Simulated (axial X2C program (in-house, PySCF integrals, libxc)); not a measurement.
# NAsO⁺: bond lengths and stretches, held linear

Aim: the two bond lengths and stretching wavenumbers of linear NAsO⁺, with and without spin–orbit coupling, at PBE0, LDA.

Program: an in-house X2C program for linear molecules on PySCF integrals. Level of theory: all-electron X2C, two-component (2c) or spin-free, N dyall-av3z, As dyall-v3z, O dyall-av3z. These are calculated values, not measurements.

All values are calculated.

2 further runs of the same task are left out: 2 set aside as unsound or not needed.

## 1. Set-up

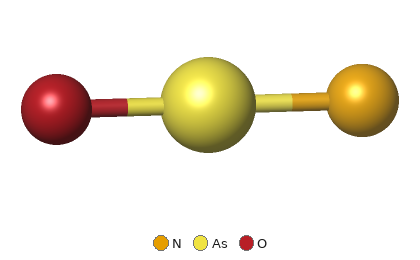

The atoms on one line, bonds 1.740 and 1.710 Å (nitrogen amber, arsenic yellow, oxygen red).

The input, task.json:

```json
{
 "zs": [
  7,
  33,
  8
 ],
 "q": 1,
 "bas": [
  "dyall-av3z",
  "dyall-v3z",
  "dyall-av3z"
 ],
 "r0": [
  1.74,
  1.71
 ],
 "symm": 0,
 "scan": [
  "PBE0",
  "HF",
  "LDA"
 ],
 "levels": [
  "PBE0",
  "HF",
  "PBE"
 ],
 "nst": 2
}
```

Keys: zs atomic numbers; q charge; bas basis sets; r0 starting distance in Å; symm equal bonds; scan levels of the two-bond scan; levels methods; nst determinants followed.

Command:

```console
> python solin.py task.json out
```

Masses N 14.003, As 74.922, O 15.995 u.

## 2. Scan at PBE0, 2c

State: Ω = 3/2 (beyond evenly filled blocks: ω = 3/2). Energies above the lowest point, from the job's result record:

```csv
r(N–As) (Å),r(As–O) (Å),E (meV)
1.6575,1.5386,73.55
1.6575,1.5780,27.10
1.6575,1.6174,61.97
1.7000,1.5386,42.53
1.7000,1.5780,0.00
1.7000,1.6174,40.02
1.7000,1.6569,142.85
1.7425,1.5386,64.18
1.7425,1.5780,24.65
1.7425,1.6174,68.58
1.7850,1.5780,88.31
1.7850,1.6569,246.93
```

A quadratic surface with cubic terms in each bond gives the minimum at 1.699 and 1.577 Å, force constants 4.61, 8.54 and coupling 0.38 mdyn/Å.

## 3. Scan at LDA, 2c

State: Ω = 3/2 (beyond evenly filled blocks: ω = 3/2). Energies above the lowest point, from the job's result record:

```
r(N–As) (Å)  r(As–O) (Å)  E (meV)
     1.6575       1.5386    95.52
     1.6575       1.5780    14.60
     1.6575       1.6174    13.74
     1.7000       1.5386    75.87
     1.7000       1.5780     0.00
     1.7000       1.6174     5.14
     1.7000       1.6569    72.71
     1.7425       1.5386   108.27
     1.7425       1.5780    36.49
     1.7425       1.6174    46.59
     1.7850       1.5780   112.22
     1.7850       1.6569   204.69
```

A quadratic surface with cubic terms in each bond gives the minimum at 1.688 and 1.595 Å, force constants 4.85, 7.53 and coupling 0.48 mdyn/Å.

## 4. Scan at PBE0, spin-free

State: M_S = 1/2, Λ = 1 (beyond evenly filled blocks: π+α, π+β, π-α). Energies above the lowest point, from the job's result record:

| r(N–As) (Å) | r(As–O) (Å) | E (meV) |
| --- | --- | --- |
| 1.6575 | 1.5386 | 72.30 |
| 1.6575 | 1.5780 | 25.54 |
| 1.6575 | 1.6174 | 59.64 |
| 1.7000 | 1.5386 | 42.50 |
| 1.7000 | 1.5780 | 0.00 |
| 1.7000 | 1.6174 | 39.64 |
| 1.7000 | 1.6569 | 141.58 |
| 1.7425 | 1.5386 | 65.26 |
| 1.7425 | 1.5780 | 26.07 |
| 1.7425 | 1.6174 | 70.00 |
| 1.7850 | 1.5780 | 91.07 |
| 1.7850 | 1.6569 | 250.05 |

A quadratic surface with cubic terms in each bond gives the minimum at 1.698 and 1.577 Å, force constants 4.63, 8.5 and coupling 0.42 mdyn/Å.

## 5. Comparison

| level | r(N–As) (Å) | r(As–O) (Å) | lower stretch (cm⁻¹) | upper stretch (cm⁻¹) |
| --- | --- | --- | --- | --- |
| PBE0, 2c | 1.699 | 1.577 | 798.3 | 1052.9 |
| LDA, 2c | 1.688 | 1.595 | 818.4 | 987.6 |
| PBE0, spin-free | 1.698 | 1.577 | 801.0 | 1048.7 |
| LDA, spin-free | 1.687 | 1.596 | 820.2 | 985.7 |

Scans not shown above were run alike.

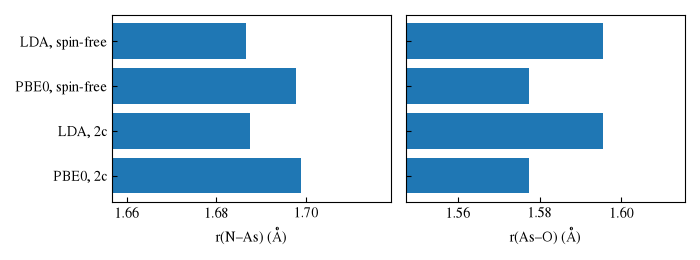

The two bond lengths by level.

In words: Over the levels the N–As bond spans 1.687 to 1.699 Å and the As–O bond 1.577 to 1.596 Å. At PBE0 going from spin-free to two-component moves the bonds by +0.001 and -0.000 Å. Each state is one determinant, the lowest of a limited PBE0 search; the stretches come from a fit to few points and are good to some per cent at best. The molecule was held linear; bending was not examined, so a bent shape may lie lower. Note: functional without a current term on a determinant with orbital currents, of the molecule or an atom.
